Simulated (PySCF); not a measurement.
# GeHF (SMILES [F][GeH]) at HF/STO-3G

What is the vertical singlet–triplet gap of GeHF at HF/STO-3G? The job is set up through a Python script.

The calculation is run with PySCF 2.14.0.

### 1 Starting point

GeHF has 3 atoms, charge 0, and is taken as a singlet. SMILES: `[F][GeH]`. The coordinates come from a PBE0-D4/def2-TZVP relaxation.

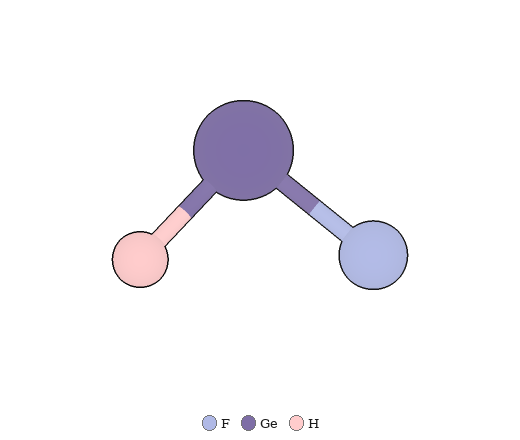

The structure, seen from a chosen angle (fluorine light blue, germanium purple, hydrogen pink).

### 2 The energy at HF/STO-3G

File run.py:

```python
from pyscf import gto

mol = gto.M(
    atom='''
F        0.672100       1.012600       0.469700
Ge      -0.657900       0.195200      -0.335600
H       -0.025200      -1.272700      -0.147400
''',
    max_memory=1860,
    verbose=4,
    basis='sto-3g',
)

calc0 = mol.RHF()
calc0.conv_tol = 1e-10
calc0.kernel()
if not calc0.converged:
    calc0 = calc0.newton().run(calc0.mo_coeff, calc0.mo_occ)

etot = calc0.e_tot
print('E = %.10f Eh' % etot)
```

Launch:

```bash
$ OMP_NUM_THREADS=1 python run.py
```

Log:

```text
PySCF version 2.14.0

[INPUT] num. atoms = 3
[INPUT] num. electrons = 42
[INPUT] charge = 0
[INPUT] spin (= nelec alpha-beta = 2S) = 0
[INPUT] symmetry False subgroup None
[INPUT] Mole.unit = angstrom
[INPUT] Symbol           X                Y                Z      unit          X                Y                Z       unit  Magmom
[INPUT]  1 F      0.672100000000   1.012600000000   0.469700000000 AA    1.270084928320   1.913536673735   0.887604360708 Bohr   0.0
[INPUT]  2 Ge    -0.657900000000   0.195200000000  -0.335600000000 AA   -1.243250817351   0.368874539515  -0.634192087404 Bohr   0.0
[INPUT]  3 H     -0.025200000000  -1.272700000000  -0.147400000000 AA   -0.047621098339  -2.405054438734  -0.278545630761 Bohr   0.0

nuclear repulsion = 99.212640404302
number of shells = 12
number of NR pGTOs = 72
number of NR cGTOs = 24
basis = sto-3g
ecp = {}

******** <class 'pyscf.scf.hf.RHF'> ********
method = RHF
initial guess = minao
damping factor = 0
level_shift factor = 0
DIIS = <class 'pyscf.scf.diis.CDIIS'>
diis_start_cycle = 1
diis_space = 8
diis_damp = 0
SCF conv_tol = 1e-10
SCF conv_tol_grad = None
SCF max_cycles = 50
direct_scf = True
direct_scf_tol = 1e-13
Set gradient conv threshold to 1e-05
Initial guess from minao.
init E= -2147.28763570986
  HOMO = -0.44194255320876  LUMO = -0.248595328296024  gap/eV = 5.26125
cycle= 1 E= -2150.26068167202  delta_E= -2.97  |g|= 0.348  |ddm|= 1.94
  HOMO = -0.210723942268568  LUMO = 0.182090356332476  gap/eV = 10.68902
cycle= 2 E= -2150.30912617982  delta_E= -0.0484  |g|= 0.103  |ddm|= 0.727
  HOMO = -0.234141052664849  LUMO = 0.183350126425986  gap/eV = 11.36051
cycle= 3 E= -2150.31396767501  delta_E= -0.00484  |g|= 0.0253  |ddm|= 0.189
  HOMO = -0.238341693804355  LUMO = 0.179164645762373  gap/eV = 11.36093
cycle= 4 E= -2150.31443403322  delta_E= -0.000466  |g|= 0.00892  |ddm|= 0.0579
  HOMO = -0.238112539761103  LUMO = 0.179463004336279  gap/eV = 11.36281
cycle= 5 E= -2150.31453786748  delta_E= -0.000104  |g|= 0.00216  |ddm|= 0.0364
  HOMO = -0.238066147206141  LUMO = 0.179395765191315  gap/eV = 11.35972
cycle= 6 E= -2150.31454478702  delta_E= -6.92e-06  |g|= 0.00037  |ddm|= 0.00985
  HOMO = -0.238017978295249  LUMO = 0.179432292649786  gap/eV = 11.35940
cycle= 7 E= -2150.31454494924  delta_E= -1.62e-07  |g|= 6.82e-05  |ddm|= 0.00147
  HOMO = -0.2380152466309  LUMO = 0.179429547982939  gap/eV = 11.35925
cycle= 8 E= -2150.31454495409  delta_E= -4.85e-09  |g|= 1.69e-05  |ddm|= 0.000229
  HOMO = -0.238015226215877  LUMO = 0.179430708032761  gap/eV = 11.35928
cycle= 9 E= -2150.31454495443  delta_E= -3.4e-10  |g|= 4.61e-06  |ddm|= 5.8e-05
  HOMO = -0.238015196142566  LUMO = 0.179430397072382  gap/eV = 11.35927
cycle= 10 E= -2150.31454495446  delta_E= -2.77e-11  |g|= 9.23e-07  |ddm|= 1.81e-05
  HOMO = -0.238015184412413  LUMO = 0.179430473583134  gap/eV = 11.35927
Extra cycle  E= -2150.31454495446  delta_E= -3.18e-12  |g|= 4.91e-07  |ddm|= 1.77e-06
converged SCF energy = -2150.31454495446
E = -2150.3145449545 Eh
```

Wall time 0.58 s (1 thread of Arm Neoverse V2, shared host); peak memory 0.12 GiB.

### 3 The triplet at the same level

File input.xyz:

```xyz
3

F      0.672100     1.012600     0.469700
Ge    -0.657900     0.195200    -0.335600
H     -0.025200    -1.272700    -0.147400
```

File run.py:

```python
from pyscf import gto, scf

system = gto.Mole()
system.atom = 'input.xyz'
system.basis = 'sto-3g'
system.max_memory = 1860
system.spin = 2
system.charge = 0
system.verbose = 4
system.build()

mf = scf.UHF(system)
mf.conv_tol = 1e-10
mf.kernel()
if not mf.converged:
    mf = mf.newton().run(mf.mo_coeff, mf.mo_occ)

e_final = mf.e_tot
print('E(%s) = %.9f' % ('HF', e_final))
```

Launch:

```bash
$ OMP_NUM_THREADS=1 python run.py
```

Log:

```text
PySCF version 2.14.0

[INPUT] num. atoms = 3
[INPUT] num. electrons = 42
[INPUT] charge = 0
[INPUT] spin (= nelec alpha-beta = 2S) = 2
[INPUT] symmetry False subgroup None
[INPUT] Mole.unit = angstrom
[INPUT] Symbol           X                Y                Z      unit          X                Y                Z       unit  Magmom
[INPUT]  1 F      0.672100000000   1.012600000000   0.469700000000 AA    1.270084928320   1.913536673735   0.887604360708 Bohr   0.0
[INPUT]  2 Ge    -0.657900000000   0.195200000000  -0.335600000000 AA   -1.243250817351   0.368874539515  -0.634192087404 Bohr   0.0
[INPUT]  3 H     -0.025200000000  -1.272700000000  -0.147400000000 AA   -0.047621098339  -2.405054438734  -0.278545630761 Bohr   0.0

nuclear repulsion = 99.212640404302
number of shells = 12
number of NR pGTOs = 72
number of NR cGTOs = 24
basis = sto-3g
ecp = {}

[... 20 lines left out ...]
WARN: HOMO -0.248595328296024 >= LUMO -0.44194255320876
[... 62 lines left out ...]
converged SCF energy = -2150.25722936198  <S^2> = 2.0052246  2S+1 = 3.003481
E(HF) = -2150.257229362
```

Run time: 0.52 s. Hardware: 1 thread of Arm Neoverse V2, shared host; peak memory 0.099 GiB.

### 4 Outcome

Level: HF/STO-3G.

| quantity | value |
| --- | --- |
| singlet: total energy | -2150.31454 Eh |
| singlet: dipole moment | 0.71 D |
| singlet: HOMO energy | -6.48 eV |
| singlet: LUMO energy | 4.88 eV |
| singlet: HOMO–LUMO gap | 11.36 eV |
| triplet: total energy | -2150.25723 Eh |
| triplet: dipole moment | 2.09 D |
| triplet: HOMO energy (highest over α and β) | -4.93 eV |
| triplet: LUMO energy (lowest over α and β) | 3.36 eV |
| triplet: ⟨S²⟩ | 2.005 |
| vertical energy of the triplet above the singlet | 1.560 eV |

What this shows: At this shape the triplet lies 1.56 eV (150 kJ/mol) above the singlet. In a minimal basis such a difference can be off by several eV, whatever the method. Mulliken charges (triplet) run from -0.28 on F1 to +0.38 on Ge2.
